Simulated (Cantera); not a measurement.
Feed: 1 mol B2O3, 0.39 mol NH3, 8.6 mol H2O, held at 31.0 Pa.

These are equilibrium values from Cantera (NASA tables, ideal gas, pure condensed phases), not measurements of a reactor. Candidate condensed phases: B, BN, B2O3, B3O3H3, H2O; 39 gas species. Gases not in the tables: H3BO3. Equilibrium is a limit: real reactors are often held back by kinetics, nucleation or transport.

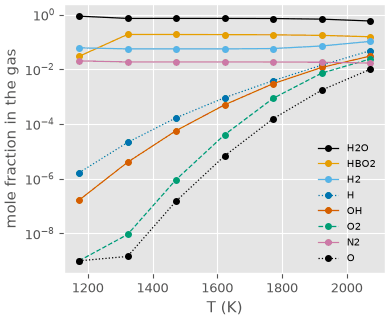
Figure. Equilibrium gas composition (values under 1e-9 drawn at 1e-9)

Question: Read off the mole fractions at 1923 K.

Answer: H2O about 0.69, HBO2 about 0.18, H2 about 0.072, N2 about 0.018, H about 0.014, OH about 0.012, O2 about 0.0074, O about 0.0018.
